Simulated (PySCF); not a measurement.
Run report: C₅H₉Si (charge −1), NMR shielding calculation

C₅H₉Si, charge −1, computed with GIAO PBE0/pcSseg-1 NMR shielding, non-relativistic, gas phase (PySCF 2.14.0).

The geometry comes from this level: GFN2-xTB. It belongs to a series of runs on one base structure; here: constitutional isomer. Figures and captions count atoms from 1; the log counts them from 0 in places.

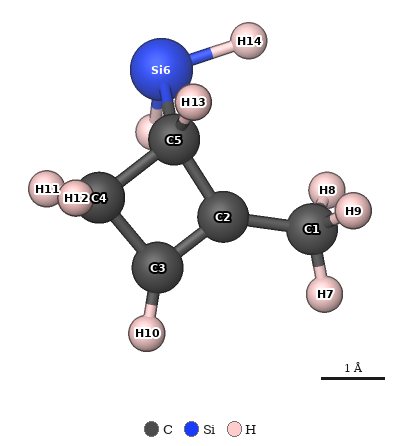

*The structure as given in the input (ball-and-stick view, seen at a tilt; atoms are numbered from 1 in the order of the input).*

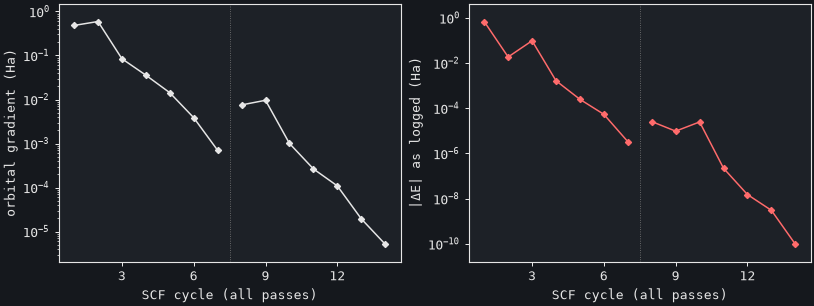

*Convergence of the self-consistent field: orbital gradient and size of the energy change against the SCF cycle. The dotted line marks the change from a coarse to the final integration grid.*

The first 7 cycles use a coarse grid, the final grid takes over at cycle 8, and the field converges after 14 cycles in all.

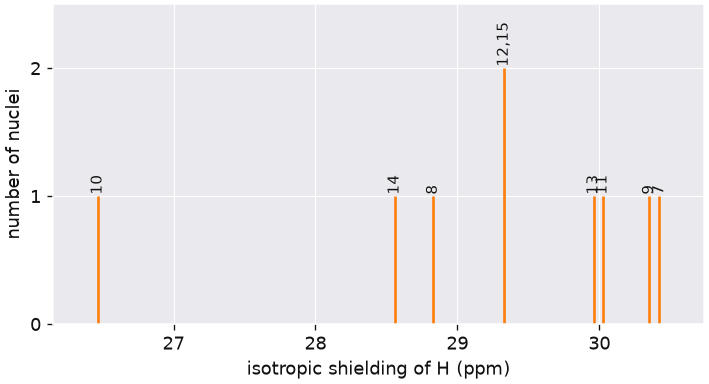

*Isotropic shieldings of the hydrogen nuclei in this fixed geometry, labelled by atom number; shielding grows to the right, so chemical shift grows to the left.*

The least shielded is H10 (26.5 ppm), the most shielded H7 (30.4 ppm).

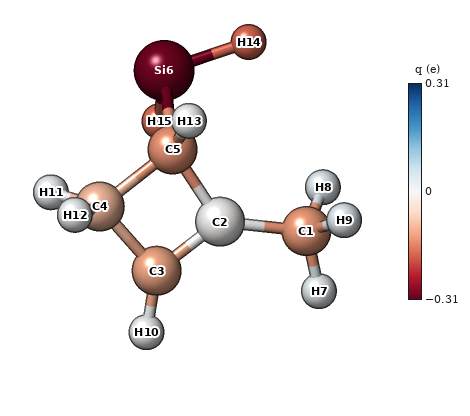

*Hirshfeld charges, as the colour of each atom (ball-and-stick view, seen at a tilt; atoms are numbered from 1 in the order of the input).*

By element: C −0.14 to 0.00, Si −0.30 and H −0.17 to +0.03 e.

The input that produced these results follows, with the program's output.

## Input file
```
{"job": {"kind": "nmr", "xc": "PBE0", "basis": "pcSseg-1"}, "charge": -1, "multiplicity": 1}
C     -1.195714    -0.968543     1.157946
C     -0.572737     0.076920     0.300565
C     -1.022633     0.883253    -0.670533
C      0.325791     1.503812    -0.907233
C      0.844896     0.505507     0.151860
Si     2.017591    -0.834426    -0.552673
H     -2.243148    -1.127765     0.890484
H     -0.653609    -1.906865     1.040658
H     -1.142588    -0.685827     2.214154
H     -1.968652     1.001917    -1.185645
H      0.742424     1.367333    -1.907774
H      0.409252     2.562435    -0.631973
H      1.295618     0.969325     1.036594
H      2.025917    -1.817518     0.565456
H      1.133178    -1.521569    -1.523799
```

The first line tells a small driver script what to run in PySCF; the rest is the geometry in Å.

Launched with:
```bash
OMP_NUM_THREADS=1 python <driver script> task.json out
```

## What the program printed
```
coarse grid: 12640 points
cycle   1  E = -484.8558342415  dE =  6.912e-01  |g| = 4.817e-01  |ddm| = 3.578e+00
cycle   2  E = -484.8371818038  dE =  1.865e-02  |g| = 5.919e-01  |ddm| = 1.804e+00
cycle   3  E = -484.9344111819  dE = -9.723e-02  |g| = 8.433e-02  |ddm| = 9.522e-01
cycle   4  E = -484.9360621288  dE = -1.651e-03  |g| = 3.573e-02  |ddm| = 1.466e-01
cycle   5  E = -484.9363107982  dE = -2.487e-04  |g| = 1.426e-02  |ddm| = 4.546e-02
cycle   6  E = -484.9363647223  dE = -5.392e-05  |g| = 3.860e-03  |ddm| = 2.291e-02
cycle   7  E = -484.9363680620  dE = -3.340e-06  |g| = 6.995e-04  |ddm| = 4.166e-03
final grid: 116320 points
cycle   8  E = -484.9728986244  dE = -2.579e-05  |g| = 7.532e-03  |ddm| = 3.123e-02
cycle   9  E = -484.9728889075  dE =  9.717e-06  |g| = 9.604e-03  |ddm| = 2.069e-02
cycle  10  E = -484.9729137470  dE = -2.484e-05  |g| = 1.003e-03  |ddm| = 1.270e-02
cycle  11  E = -484.9729139689  dE = -2.219e-07  |g| = 2.651e-04  |ddm| = 1.182e-03
cycle  12  E = -484.9729139841  dE = -1.516e-08  |g| = 1.089e-04  |ddm| = 4.130e-04
cycle  13  E = -484.9729139871  dE = -3.038e-09  |g| = 1.948e-05  |ddm| = 1.446e-04
cycle  14  E = -484.9729139872  dE = -9.663e-11  |g| = 5.157e-06  |ddm| = 4.022e-05
converged SCF energy = -484.9729139872

GIAO shielding tensors (ppm)
atom      isotropic    diamagn.    paramagn.     s11        s22        s33       span
  0 C      167.770     247.037     -79.267    156.038    161.162    186.110     30.072
  1 C       14.279     258.697    -244.419    -92.574    -11.197    146.607    239.181
  2 C       66.688     252.705    -186.017    -23.314     79.577    143.802    167.116
  3 C      148.868     252.481    -103.613    131.816    144.417    170.371     38.555
  4 C      145.617     246.366    -100.750    128.819    149.651    158.380     29.561
  5 Si     449.079     878.785    -429.706    351.055    435.609    560.572    209.517
  6 H       30.423      29.782       0.640     26.887     29.019     35.362      8.474
  7 H       28.828      29.956      -1.128     24.005     29.287     33.191      9.187
  8 H       30.350      29.632       0.717     26.462     28.331     36.256      9.794
  9 H       26.465      34.284      -7.818     25.019     25.356     29.021      4.002
 10 H       30.023      30.944      -0.922     26.571     29.693     33.803      7.231
 11 H       29.315      30.864      -1.550     26.040     27.276     34.628      8.587
 12 H       29.959      31.686      -1.728     27.307     27.918     34.651      7.345
 13 H       28.558      31.231      -2.673     25.446     28.305     31.922      6.476
 14 H       29.339      31.148      -1.809     25.975     28.741     33.301      7.326
```

## Summary

```tsv
quantity	value
outcome	converged
total energy	−484.972914 hartree
HOMO	0.74 eV
LUMO	4.88 eV
isotropic shielding, C	14.3 to 167.8 ppm
isotropic shielding, Si	449.1 ppm
isotropic shielding, H	26.5 to 30.4 ppm
hardware	1 CPU thread, shared host
wall time	43 s
peak memory	0.75 GiB
```

## Notes

The highest filled orbital lies above zero: either the extra electron isn't bound at this level, or the self-interaction error of the functional lifts the level.
